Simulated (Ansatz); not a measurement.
# C4H10BN: how energies converge with the basis set

Aim: see how fast density functionals converge with the basis set for C4H10BN.

Program: Ansatz 0.2.0, Gaussian basis. Level of theory: one geometry, several basis sets. These are calculated values, not measurements.

Plan: PBE0-D4/def2-SVP; ωB97M-V/def2-SVP; PBE0-D4/def2-QZVPP; ωB97M-V/def2-QZVPP; the functionals' def2-TZVPP values are taken from earlier runs.

## Step 1: The geometry

An earlier PBE0-D4 in a triple-zeta def2 set relaxation fixed the geometry.

16 atoms, charge 0, spin multiplicity 1.

Atoms are counted from 1 here; the program's logs count them from 0.

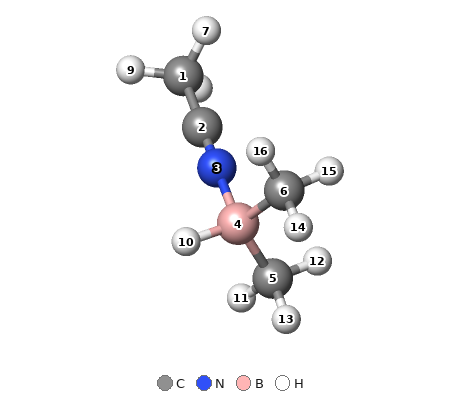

The structure; carbon grey, nitrogen blue, boron pink, hydrogen white; atoms are numbered from 1 in the order of the file.

## Step 2: PBE0-D4 in def2-SVP

The input, in.yaml:

```yaml
crystal:
  periodic: [false, false, false]
  atoms:
    - {symbol: C, position_ang: [-0.419391, -1.654745, 2.588119]}
    - {symbol: C, position_ang: [-0.087353, -0.817315, 1.460931]}
    - {symbol: N, position_ang: [0.182764, -0.151085, 0.573052]}
    - {symbol: B, position_ang: [0.535099, 0.756656, -0.661335]}
    - {symbol: C, position_ang: [0.827888, -0.242497, -1.896917]}
    - {symbol: C, position_ang: [-0.720142, 1.751835, -0.872582]}
    - {symbol: H, position_ang: [-1.419077, -1.409134, 2.950287]}
    - {symbol: H, position_ang: [-0.396099, -2.704091, 2.289463]}
    - {symbol: H, position_ang: [0.300957, -1.496184, 3.392506]}
    - {symbol: H, position_ang: [1.537932, 1.337936, -0.277497]}
    - {symbol: H, position_ang: [1.640657, -0.950502, -1.704226]}
    - {symbol: H, position_ang: [-0.056469, -0.820496, -2.191162]}
    - {symbol: H, position_ang: [1.123895, 0.349769, -2.768375]}
    - {symbol: H, position_ang: [-0.494876, 2.435331, -1.697160]}
    - {symbol: H, position_ang: [-1.639996, 1.219599, -1.143400]}
    - {symbol: H, position_ang: [-0.938789, 2.372523, 0.002593]}
basis:
  gaussian: {orbitals: def2-SVP}
hamiltonian: {xc: pbe0, dispersion: d4}
output: {orbitals: {seedname: orbitals}}
```

On the command line:

```console
> ansatz run in.yaml --threads 4 --pin off --events-out ev --progress --plain --max-ram 11315MiB
```

After this run come: ωB97M-V in def2-SVP; PBE0-D4 in def2-QZVPP; ωB97M-V in def2-QZVPP.

Before running them: what should the planned runs give, taken together? Wanted: PBE0-D4: double and triple zeta above quadruple; ωB97M-V: double and triple zeta above quadruple.

As calculated:

```
                                       quantity          value
PBE0-D4: double and triple zeta above quadruple  7.44, 0.37 eV
ωB97M-V: double and triple zeta above quadruple  7.85, 0.35 eV
```

For PBE0-D4 the step from double to triple zeta gains 7.07 eV and the next only 0.37 eV. Total energies overstate the basis error of differences, where much of it tends to cancel. The LUMO of ωB97M-V is positive and keeps falling with the basis (1.91 to 0.79 eV): an unbound level that the basis holds in place.
